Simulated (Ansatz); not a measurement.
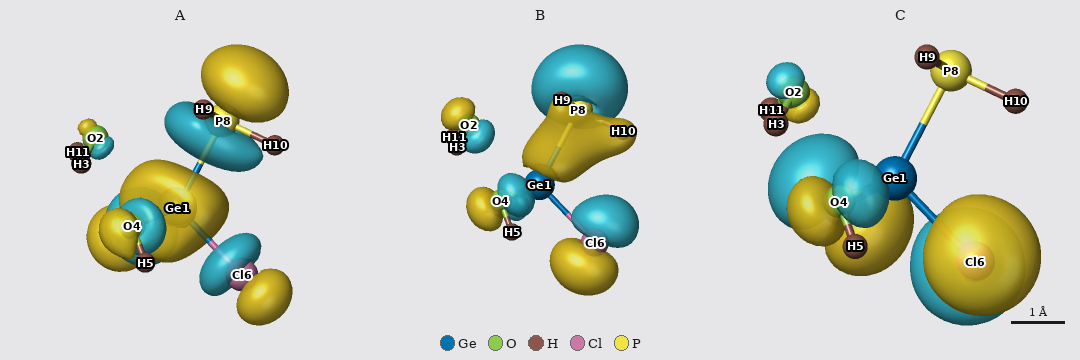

Figure. Cl$_{2}$GeH$_{3}$OP···H$_{2}$O. Three frontier orbitals at ±0.1 Å⁻³ᐟ² (yellow and cyan are the two phases), in no order.

These are results of RKS PBE/def2-SVP in Ansatz 0.2.0, not measurements.

Input

```
crystal:
  periodic: [false, false, false]
  atoms:
    - { symbol: Ge, position_ang: [0.241148, 0.620519, -0.310298] }
    - { symbol: O, position_ang: [0.543489, -0.128208, 2.549749] }
    - { symbol: H, position_ang: [-0.122402, -0.779237, 2.241279] }
    - { symbol: O, position_ang: [1.653874, -0.451458, -0.489231] }
    - { symbol: H, position_ang: [1.554342, -1.033446, -1.269474] }
    - { symbol: Cl, position_ang: [-0.295912, 1.331321, -2.31554] }
    - { symbol: Cl, position_ang: [-1.516372, -0.601957, 0.248998] }
    - { symbol: P, position_ang: [0.63696, 2.370501, 1.102994] }
    - { symbol: H, position_ang: [2.009778, 1.972848, 1.23757] }
    - { symbol: H, position_ang: [0.898397, 3.277531, 0.010539] }
    - { symbol: H, position_ang: [-0.032701, 0.591587, 2.912315] }
basis:
  gaussian: { orbitals: def2-SVP }
hamiltonian:
  xc: pbe
relax:
  f_tol: 0.03
  max_steps: 50
output:
  orbitals: {}
```

Launched as:

```sh
ansatz run input.yaml --threads 4 --pin off --max-ram 5120MiB --backend cpu --events-out ev --progress --plain --runs-dir out
```

The fields are those of the run's last geometry, not of the input's.

Question: Which picture is the HOMO−1, the HOMO and the LUMO?

Answer: C is the HOMO−1 (−7.15 eV). It lies mainly on Cl6 (about 55 %), Cl7 (about 30 %) and O4 (about 10 %); largely a combination of lone pairs on Cl6, Cl7 and O4. B is the HOMO (−6.77 eV). Its weight (Hirshfeld) is mainly on P8 (about 45 %), Cl6 (about 25 %), Ge1 (about 10 %) and O4 (about 5 %); largely a combination of lone pairs on P8, Cl6 and O4. A is the LUMO (−2.15 eV). By Hirshfeld shares it lies mainly on P8 (about 30 %), Ge1 (about 25 %), Cl7 (about 15 %), Cl6 (about 10 %) and O4 (about 10 %).

Question: What is the HOMO–LUMO gap?

Answer: 4.62 eV between the orbital energies.
